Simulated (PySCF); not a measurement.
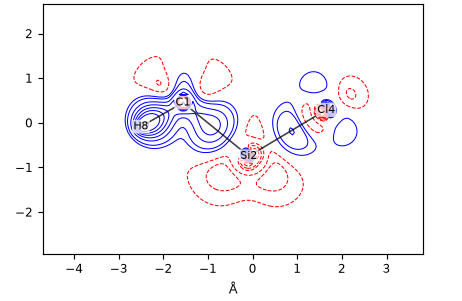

Figure 1: CH₃Cl₃Si, SMILES `C[Si](Cl)(Cl)Cl`. Deformation density (molecule less spherical, spin-averaged free atoms) in the plane of C1, Si2, Cl4 and H8; contours at ±0.05 to ±0.8 e/Å³; solid blue lines: gain, dashed red lines: loss.

Computed with PySCF, B3LYP/def2-SVPD, geometry: GFN2-xTB. No frequency check shows the geometry to be a minimum. GFN2-xTB bond lengths at metals and heavier atoms can be off by up to 0.1 Å and shapes distorted, which carries into these values.

Geometry (Å), atoms numbered from 1:

```
C1      -0.0013    0.0000   -2.1300
Si2      0.0000    0.0002   -0.2305
Cl3      0.5718   -1.8123    0.4621
Cl4      1.2838    1.4011    0.4620
Cl5     -1.8551    0.4110    0.4628
H6      -0.3209    0.9606   -2.5238
H7       0.9913   -0.2029   -2.5241
H8      -0.6724   -0.7576   -2.5237
```

### How much density has each bond in this plane gained at its critical point, relative to the free atoms?

C1–H8: +0.65 e/Å³ at the bond critical point (bond length 1.09 Å). C1–Si2: +0.18 e/Å³ at the bond critical point (bond length 1.90 Å). Si2–Cl4: +0.05 e/Å³ at the bond critical point (bond length 2.02 Å); up to 0.6 Å beside the axis the gain reaches +0.20 e/Å³. In all, 1.7 electrons gather in the regions of gain relative to the promolecule. A small or negative value marks a very polar bond, one between electron-rich atoms, whose free-atom densities already overlap strongly, a long bond to a heavier atom, or a closed-shell contact such as a hydrogen bond.

### Where do the Hirshfeld charges lie?

The highest Hirshfeld charge is on Si2 (+0.39 e), the lowest on C1 (−0.19 e).

| atom | charge (e) |
| --- | --- |
| C1 | −0.19 |
| Si2 | +0.39 |
| Cl3 | −0.11 |
| Cl4 | −0.11 |
| Cl5 | −0.11 |
| H6 | +0.05 |
| H7 | +0.05 |
| H8 | +0.05 |
